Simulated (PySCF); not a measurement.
# Chlorine: the same states on changed settings

These states were run before on sound settings. What differs here: scalar relativity by spin-free X2C-1e, unsound on purpose. What does it move?

Method: unrestricted determinants in a Gaussian basis, no spin-orbit coupling in the energies. Code: PySCF 2.14.0.

6 further runs of the same task are left out: 6 that didn't finish.

## Step 1: What is computed

```
Element                                   : chlorine (Z = 17)
Basis                                     : def2-SVP (4s3p1d, 18 functions)
Hamiltonian                               : the spin-free X2C one-electron Hamiltonian (Gaussian nucleus)
State 1                                   : Cl: [Ne] 3s2 3p5, 2P determinant
State 2                                   : Cl⁺: [Ne] 3s2 3p4, high-spin 3P determinant
Methods                                   : UHF, M06-L, TPSS, MP2, CCSD(T)
Core shells frozen in the correlated runs : valence: [Ne] (for Cl)
```

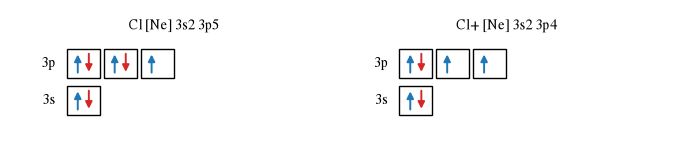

Outer shells as boxes.

The sound run (def2-SVP, no relativity, point nucleus, symmetry-adapted start, fine grid, valence correlation) gave:

```
species             method  energy (hartree)
     Cl                UHF        -459.31930
     Cl              M06-L        -459.99131
     Cl               TPSS        -460.00942
     Cl      MP2 (valence)        -459.42824
     Cl  CCSD(T) (valence)        -459.44599
    Cl⁺                UHF        -458.88624
    Cl⁺              M06-L        -459.51020
    Cl⁺               TPSS        -459.53474
    Cl⁺      MP2 (valence)        -458.97518
    Cl⁺  CCSD(T) (valence)        -458.99536
```

The runs were made by one driver on top of PySCF. The scripts below sum up each run's settings (the driver also hands on starting orbitals that pick excited configurations, and frozen orbitals as a list rather than a count), and the logs come from the driver's own runs. The driver starts from symmetry-adapted Hartree-Fock orbitals, holds the occupation by maximum overlap and uses a logarithmic radial grid for functionals, so a plain start would take other cycles.

It was started by

```sh
OMP_NUM_THREADS=1 python atomrun2.py TASK.json OUT
```

The integrals over 18 functions and the set-up took 0.01 s of CPU time.

## Step 2: Changed run, Cl: the ladder of methods

UHF:

input.py

```python
from pyscf import gto, scf, dft, mp, cc
import basis_set_exchange as bse
mol = gto.M(atom="Cl 0 0 0", charge=0, spin=1, symmetry="D2h",
            basis=gto.basis.parse(bse.get_basis("def2-SVP", elements=["Cl"], fmt="nwchem", header=False)),
            nucmod="G")
mf = scf.UHF(mol).sfx2c1e()
mf.irrep_nelec = {'Ag': (3, 3), 'B1u': (2, 2), 'B2u': (2, 2), 'B3u': (2, 1)}
mf.kernel()
```

Output:

```text
damping factor = 0
level_shift factor = 0
DIIS = <class 'pyscf.scf.diis.CDIIS'>
diis_start_cycle = 1
diis_space = 10
diis_damp = 0
SCF conv_tol = 1e-09
SCF conv_tol_grad = None
number electrons alpha = 9  beta = 8
cycle= 1 E= -460.567393665846  delta_E= -0.00345  |g|= 0.0228  |ddm|= 0.051
cycle= 2 E= -460.567722228645  delta_E= -0.000329  |g|= 0.00722  |ddm|= 0.016
cycle= 3 E= -460.567759920089  delta_E= -3.77e-05  |g|= 0.000459  |ddm|= 0.00776
cycle= 4 E= -460.567760130751  delta_E= -2.11e-07  |g|= 7.65e-05  |ddm|= 0.000951
cycle= 5 E= -460.56776013614  delta_E= -5.39e-09  |g|= 2.57e-05  |ddm|= 0.000165
cycle= 6 E= -460.567760136856  delta_E= -7.17e-10  |g|= 2.29e-06  |ddm|= 8.29e-05
converged SCF energy = -460.567760136856  <S^2> = 0.75537592  2S+1 = 2.0053687
```

It took 0.04 s on 1 thread of Neoverse-V2, shared host, the integrals not counted.

Orbital energies by shell (radii are means over both spins):

```
shell  electrons  mean orbital energy (eV)  spread (eV)  rms radius (bohr)
 1s α          1                   -2863.6            0              0.106
 1s β          1                   -2863.3            0              0.106
 2s α          1                   -290.45            0              0.480
 2s β          1                   -290.16            0              0.480
 2p α          3                   -220.14        0.687              0.451
 2p β          3                   -219.61        0.440              0.451
 3s α          1                   -30.621            0               1.68
 3s β          1                   -27.342            0               1.68
 3p α          3                   -14.049        2.016               1.97
 3p β          2                   -12.728            0               1.97
```

⟨S²⟩ = 0.755, ⟨L²⟩ = 2.02.

M06-L:

Changes to input.py:

```diff
@@ -5,3 +5,3 @@
             nucmod="G")
-mf = scf.UHF(mol).sfx2c1e()
+mf = dft.UKS(mol, xc="M06L").sfx2c1e()
 mf.irrep_nelec = {'Ag': (3, 3), 'B1u': (2, 2), 'B2u': (2, 2), 'B3u': (2, 1)}
```

Output:

```text
damping factor = 0
level_shift factor = 0
DIIS = <class 'pyscf.scf.diis.CDIIS'>
diis_start_cycle = 1
diis_space = 10
diis_damp = 0
SCF conv_tol = 1e-09
SCF conv_tol_grad = None
number electrons alpha = 9  beta = 8
XC functionals = M06L
    Y. Zhao and D. G. Truhlar.,  J. Chem. Phys. 125, 194101 (2006)
    Y. Zhao and D. G. Truhlar.,  J. Chem. Phys. 125, 194101 (2006)
    Y. Zhao and D. G. Truhlar.,  Theor. Chem. Acc. 120, 215 (2008)
cycle= 1 E= -461.239250844432  delta_E= -0.00236  |g|= 0.0106  |ddm|= 0.0725
cycle= 2 E= -461.239298842555  delta_E= -4.8e-05  |g|= 0.00568  |ddm|= 0.023
cycle= 3 E= -461.23931418579  delta_E= -1.53e-05  |g|= 0.000507  |ddm|= 0.00863
cycle= 4 E= -461.239314287051  delta_E= -1.01e-07  |g|= 3.24e-05  |ddm|= 0.000593
cycle= 5 E= -461.239314287765  delta_E= -7.14e-10  |g|= 1.14e-06  |ddm|= 5.12e-05
converged SCF energy = -461.239314287765  <S^2> = 0.75208904  2S+1 = 2.0020879
```

It took 0.13 s on 1 thread of Neoverse-V2, shared host, the integrals not counted.

TPSS:

Changes to input.py:

```diff
@@ -5,3 +5,3 @@
             nucmod="G")
-mf = dft.UKS(mol, xc="M06L").sfx2c1e()
+mf = dft.UKS(mol, xc="TPSS").sfx2c1e()
 mf.irrep_nelec = {'Ag': (3, 3), 'B1u': (2, 2), 'B2u': (2, 2), 'B3u': (2, 1)}
```

Output:

```text
damping factor = 0
level_shift factor = 0
DIIS = <class 'pyscf.scf.diis.CDIIS'>
diis_start_cycle = 1
diis_space = 10
diis_damp = 0
SCF conv_tol = 1e-09
SCF conv_tol_grad = None
number electrons alpha = 9  beta = 8
XC functionals = TPSS
    J. Tao, J. P. Perdew, V. N. Staroverov, and G. E. Scuseria.,  Phys. Rev. Lett. 91, 146401 (2003)
    J. P. Perdew, J. Tao, V. N. Staroverov, and G. E. Scuseria.,  J. Chem. Phys. 120, 6898 (2004)
    J. Tao, J. P. Perdew, V. N. Staroverov, and G. E. Scuseria.,  Phys. Rev. Lett. 91, 146401 (2003)
    J. P. Perdew, J. Tao, V. N. Staroverov, and G. E. Scuseria.,  J. Chem. Phys. 120, 6898 (2004)
cycle= 1 E= -461.256880894052  delta_E= -0.00391  |g|= 0.0125  |ddm|= 0.0821
cycle= 2 E= -461.256941373928  delta_E= -6.05e-05  |g|= 0.00652  |ddm|= 0.0259
cycle= 3 E= -461.256961855817  delta_E= -2.05e-05  |g|= 0.000904  |ddm|= 0.0106
cycle= 4 E= -461.256962172064  delta_E= -3.16e-07  |g|= 3.99e-05  |ddm|= 0.00111
cycle= 5 E= -461.256962173271  delta_E= -1.21e-09  |g|= 1.08e-06  |ddm|= 6.02e-05
cycle= 6 E= -461.256962173273  delta_E= -1.31e-12  |g|= 4.86e-08  |ddm|= 3.17e-06
converged SCF energy = -461.256962173273  <S^2> = 0.75203498  2S+1 = 2.0020339
```

It took 0.18 s on 1 thread of Neoverse-V2, shared host, the integrals not counted.

MP2 (valence):

Changes to input.py:

```diff
@@ -5,4 +5,5 @@
             nucmod="G")
-mf = dft.UKS(mol, xc="TPSS").sfx2c1e()
+mf = scf.UHF(mol).sfx2c1e()
 mf.irrep_nelec = {'Ag': (3, 3), 'B1u': (2, 2), 'B2u': (2, 2), 'B3u': (2, 1)}
 mf.kernel()
+mp.UMP2(mf, frozen=5).kernel()
```

This step left no log, only its results.

Time after the integrals: 0.01 s (1 thread of Neoverse-V2, shared host).

With 7 electrons correlated, the MP2 correlation energy is -0.10898 hartree (-0.02700 same spin, -0.08198 opposite spin); the SCS form gives -0.10738. Largest pairs of shells: 3p-3p -0.0720, 3s-3p -0.0299, 3s-3s -0.0071.

CCSD(T) (valence):

Changes to input.py:

```diff
@@ -8,2 +8,3 @@
 mf.kernel()
-mp.UMP2(mf, frozen=5).kernel()
+mycc = cc.CCSD(mf, frozen=5).run()
+mycc.ccsd_t()
```

Output:

```text
CC2 = 0
CCSD nocc = (np.int64(4), np.int64(3)), nmo = (13, 13)
frozen orbitals [[0, 1, 2, 3, 4], [0, 1, 2, 3, 4]]
max_cycle = 100
direct = 0
conv_tol = 1e-08
conv_tol_normt = 1e-06
diis_space = 8
diis_start_cycle = 0
Init t2, MP2 energy = -0.108980417014717
Init E_corr(UCCSD) = -0.108980417017696
cycle = 1  E_corr(UCCSD) = -0.122368822444566  dE = -0.0133884054  norm(t1,t2) = 0.0308105
cycle = 2  E_corr(UCCSD) = -0.124734391545953  dE = -0.0023655691  norm(t1,t2) = 0.00913091
cycle = 3  E_corr(UCCSD) = -0.125691660873875  dE = -0.000957269328  norm(t1,t2) = 0.00329078
cycle = 4  E_corr(UCCSD) = -0.125676829660946  dE = 1.48312129e-05  norm(t1,t2) = 0.000285825
cycle = 5  E_corr(UCCSD) = -0.125678082750745  dE = -1.2530898e-06  norm(t1,t2) = 5.74359e-05
cycle = 6  E_corr(UCCSD) = -0.125677835841454  dE = 2.46909291e-07  norm(t1,t2) = 8.98723e-06
cycle = 7  E_corr(UCCSD) = -0.125677932369249  dE = -9.65277954e-08  norm(t1,t2) = 1.70101e-06
cycle = 8  E_corr(UCCSD) = -0.125677912649778  dE = 1.97194711e-08  norm(t1,t2) = 2.80334e-07
cycle = 9  E_corr(UCCSD) = -0.125677913805908  dE = -1.15613019e-09  norm(t1,t2) = 4.60581e-08
UCCSD converged
E(UCCSD) = -460.6934380506622  E_corr = -0.1256779138059082
UCCSD(T) correction = -0.00102415170556232
```

It took 0.07 s on 1 thread of Neoverse-V2, shared host, the integrals not counted.

CCSD correlation -0.12568 hartree, triples -0.00102; total -460.694462. T1 = 0.005, largest double amplitude 0.051.

## Step 3: Changed run, Cl⁺, method by method

UHF:

input.py

```python
from pyscf import gto, scf, dft, mp, cc
import basis_set_exchange as bse
mol = gto.M(atom="Cl 0 0 0", charge=1, spin=2, symmetry="D2h",
            basis=gto.basis.parse(bse.get_basis("def2-SVP", elements=["Cl"], fmt="nwchem", header=False)),
            nucmod="G")
mf = scf.UHF(mol).sfx2c1e()
mf.irrep_nelec = {'Ag': (3, 3), 'B1u': (2, 1), 'B2u': (2, 2), 'B3u': (2, 1)}
mf.kernel()
```

Output:

```text
damping factor = 0
level_shift factor = 0
DIIS = <class 'pyscf.scf.diis.CDIIS'>
diis_start_cycle = 1
diis_space = 10
diis_damp = 0
SCF conv_tol = 1e-09
SCF conv_tol_grad = None
number electrons alpha = 9  beta = 7
cycle= 1 E= -460.134730929071  delta_E= -0.00376  |g|= 0.0241  |ddm|= 0.056
cycle= 2 E= -460.135104452168  delta_E= -0.000374  |g|= 0.00782  |ddm|= 0.018
cycle= 3 E= -460.135149602757  delta_E= -4.52e-05  |g|= 0.000513  |ddm|= 0.00895
cycle= 4 E= -460.135149865078  delta_E= -2.62e-07  |g|= 5.51e-05  |ddm|= 0.00111
cycle= 5 E= -460.135149867905  delta_E= -2.83e-09  |g|= 1.39e-05  |ddm|= 0.000146
cycle= 6 E= -460.135149868092  delta_E= -1.87e-10  |g|= 9.15e-07  |ddm|= 4.71e-05
converged SCF energy = -460.135149868092  <S^2> = 2.006233  2S+1 = 3.0041525
```

Time after the integrals: 0.04 s (1 thread of Neoverse-V2, shared host).

The occupied shells:

```
shell  electrons  mean orbital energy (eV)  spread (eV)  rms radius (bohr)
 1s α          1                   -2877.4            0              0.106
 1s β          1                   -2876.7            0              0.106
 2s α          1                   -304.06            0              0.480
 2s β          1                   -303.41            0              0.480
 2p α          3                   -233.83        0.763              0.451
 2p β          3                   -232.66        0.498              0.451
 3s α          1                   -43.774            0               1.62
 3s β          1                   -36.909            0               1.62
 3p α          3                   -26.422        2.133               1.88
 3p β          1                   -23.646            0               1.88
```

⟨S²⟩ = 2.006, ⟨L²⟩ = 2.02.

M06-L:

Changes to input.py:

```diff
@@ -5,3 +5,3 @@
             nucmod="G")
-mf = scf.UHF(mol).sfx2c1e()
+mf = dft.UKS(mol, xc="M06L").sfx2c1e()
 mf.irrep_nelec = {'Ag': (3, 3), 'B1u': (2, 1), 'B2u': (2, 2), 'B3u': (2, 1)}
```

Output:

```text
damping factor = 0
level_shift factor = 0
DIIS = <class 'pyscf.scf.diis.CDIIS'>
diis_start_cycle = 1
diis_space = 10
diis_damp = 0
SCF conv_tol = 1e-09
SCF conv_tol_grad = None
number electrons alpha = 9  beta = 7
XC functionals = M06L
    Y. Zhao and D. G. Truhlar.,  J. Chem. Phys. 125, 194101 (2006)
    Y. Zhao and D. G. Truhlar.,  J. Chem. Phys. 125, 194101 (2006)
    Y. Zhao and D. G. Truhlar.,  Theor. Chem. Acc. 120, 215 (2008)
cycle= 1 E= -460.758579666901  delta_E= -0.00272  |g|= 0.00764  |ddm|= 0.0712
cycle= 2 E= -460.758611660921  delta_E= -3.2e-05  |g|= 0.00197  |ddm|= 0.0141
cycle= 3 E= -460.758613536401  delta_E= -1.88e-06  |g|= 0.000612  |ddm|= 0.0038
cycle= 4 E= -460.758613702206  delta_E= -1.66e-07  |g|= 2.37e-05  |ddm|= 0.000955
cycle= 5 E= -460.758613702564  delta_E= -3.58e-10  |g|= 1.95e-07  |ddm|= 3.76e-05
converged SCF energy = -460.758613702564  <S^2> = 2.0034876  2S+1 = 3.0023241
```

Time after the integrals: 0.13 s (1 thread of Neoverse-V2, shared host).

TPSS:

Changes to input.py:

```diff
@@ -5,3 +5,3 @@
             nucmod="G")
-mf = dft.UKS(mol, xc="M06L").sfx2c1e()
+mf = dft.UKS(mol, xc="TPSS").sfx2c1e()
 mf.irrep_nelec = {'Ag': (3, 3), 'B1u': (2, 1), 'B2u': (2, 2), 'B3u': (2, 1)}
```

Output:

```text
damping factor = 0
level_shift factor = 0
DIIS = <class 'pyscf.scf.diis.CDIIS'>
diis_start_cycle = 1
diis_space = 10
diis_damp = 0
SCF conv_tol = 1e-09
SCF conv_tol_grad = None
number electrons alpha = 9  beta = 7
XC functionals = TPSS
    J. Tao, J. P. Perdew, V. N. Staroverov, and G. E. Scuseria.,  Phys. Rev. Lett. 91, 146401 (2003)
    J. P. Perdew, J. Tao, V. N. Staroverov, and G. E. Scuseria.,  J. Chem. Phys. 120, 6898 (2004)
    J. Tao, J. P. Perdew, V. N. Staroverov, and G. E. Scuseria.,  Phys. Rev. Lett. 91, 146401 (2003)
    J. P. Perdew, J. Tao, V. N. Staroverov, and G. E. Scuseria.,  J. Chem. Phys. 120, 6898 (2004)
cycle= 1 E= -460.782777840116  delta_E= -0.00412  |g|= 0.0101  |ddm|= 0.0863
cycle= 2 E= -460.782827772528  delta_E= -4.99e-05  |g|= 0.00328  |ddm|= 0.0195
cycle= 3 E= -460.782833044605  delta_E= -5.27e-06  |g|= 0.000757  |ddm|= 0.00638
cycle= 4 E= -460.782833276661  delta_E= -2.32e-07  |g|= 3.17e-05  |ddm|= 0.00106
cycle= 5 E= -460.782833277439  delta_E= -7.77e-10  |g|= 9.15e-07  |ddm|= 5.1e-05
converged SCF energy = -460.782833277439  <S^2> = 2.0028148  2S+1 = 3.0018759
```

Time after the integrals: 0.15 s (1 thread of Neoverse-V2, shared host).

MP2 (valence):

Changes to input.py:

```diff
@@ -5,4 +5,5 @@
             nucmod="G")
-mf = dft.UKS(mol, xc="TPSS").sfx2c1e()
+mf = scf.UHF(mol).sfx2c1e()
 mf.irrep_nelec = {'Ag': (3, 3), 'B1u': (2, 1), 'B2u': (2, 2), 'B3u': (2, 1)}
 mf.kernel()
+mp.UMP2(mf, frozen=5).kernel()
```

No log was kept for this step.

Time after the integrals: 0.01 s (1 thread of Neoverse-V2, shared host).

With 6 electrons correlated, the MP2 correlation energy is -0.08893 hartree (-0.02172 same spin, -0.06721 opposite spin); the SCS form gives -0.08789. Largest pairs of shells: 3p-3p -0.0434, 3s-3p -0.0381, 3s-3s -0.0075.

CCSD(T) (valence):

Changes to input.py:

```diff
@@ -8,2 +8,3 @@
 mf.kernel()
-mp.UMP2(mf, frozen=5).kernel()
+mycc = cc.CCSD(mf, frozen=5).run()
+mycc.ccsd_t()
```

Output:

```text
CC2 = 0
CCSD nocc = (np.int64(4), np.int64(2)), nmo = (13, 13)
frozen orbitals [[0, 1, 2, 3, 4], [0, 1, 2, 3, 4]]
max_cycle = 100
direct = 0
conv_tol = 1e-08
conv_tol_normt = 1e-06
diis_space = 8
diis_start_cycle = 0
Init t2, MP2 energy = -0.0889282543979067
Init E_corr(UCCSD) = -0.0889282543983579
cycle = 1  E_corr(UCCSD) = -0.103773422874197  dE = -0.0148451685  norm(t1,t2) = 0.0348068
cycle = 2  E_corr(UCCSD) = -0.106784776425059  dE = -0.00301135355  norm(t1,t2) = 0.0106998
cycle = 3  E_corr(UCCSD) = -0.108043817805204  dE = -0.00125904138  norm(t1,t2) = 0.00391565
cycle = 4  E_corr(UCCSD) = -0.108020390998602  dE = 2.34268066e-05  norm(t1,t2) = 0.000353206
cycle = 5  E_corr(UCCSD) = -0.10802395859557  dE = -3.56759697e-06  norm(t1,t2) = 6.20595e-05
cycle = 6  E_corr(UCCSD) = -0.108023559163543  dE = 3.99432026e-07  norm(t1,t2) = 9.5491e-06
cycle = 7  E_corr(UCCSD) = -0.108023678034963  dE = -1.1887142e-07  norm(t1,t2) = 1.81312e-06
cycle = 8  E_corr(UCCSD) = -0.108023641400403  dE = 3.66345596e-08  norm(t1,t2) = 2.70548e-07
cycle = 9  E_corr(UCCSD) = -0.108023645373344  dE = -3.97294025e-09  norm(t1,t2) = 4.70049e-08
UCCSD converged
E(UCCSD) = -460.2431735134652  E_corr = -0.1080236453733437
UCCSD(T) correction = -0.00103540724083626
```

It took 0.06 s on 1 thread of Neoverse-V2, shared host, the integrals not counted.

CCSD correlation -0.10802 hartree, triples -0.00104; total -460.244209. T1 = 0.006, largest double amplitude 0.051.

## Step 4: Against the sound run

```
species             method  converged  energy less sound run (eV)
     Cl                UHF        yes                    -33.9722
     Cl              M06-L        yes                    -33.9599
     Cl               TPSS        yes                    -33.9474
     Cl      MP2 (valence)        yes                    -33.9734
     Cl  CCSD(T) (valence)        yes                    -33.9725
    Cl⁺                UHF        yes                    -33.9847
    Cl⁺              M06-L        yes                    -33.9710
    Cl⁺               TPSS        yes                    -33.9625
    Cl⁺      MP2 (valence)        yes                    -33.9843
    Cl⁺  CCSD(T) (valence)        yes                    -33.9829
```

Ionisation energy of Cl:

```
 method  sound run (eV)  changed run (eV)  shift (eV)
    UHF          11.784            11.772      -0.012
  M06-L          13.092            13.081      -0.011
   TPSS          12.917            12.902      -0.015
    MP2          12.328            12.318      -0.011
SCS-MP2          12.313            12.302      -0.011
   CCSD          12.263            12.252      -0.010
CCSD(T)          12.262            12.252      -0.010
```

## Step 5: Summary of results

```
                                 quantity                                  value
                                   change  scalar relativity by spin-free X2C-1e
                           runs converged                               10 of 10
largest shift of a converged total energy                                34.0 eV
   largest shift of the ionisation energy                       -0.015 eV (TPSS)
```

In words: The ionisation energy moves by up to 0.02 eV, at TPSS. Most of the change in total energy is the relativistic energy itself. On top of that the contraction fixes the core shape for the Hamiltonian it was made with, so the changed run is not a good calculation with the other Hamiltonian either. The setting is unsound on purpose, so these numbers are no properties of the atom.
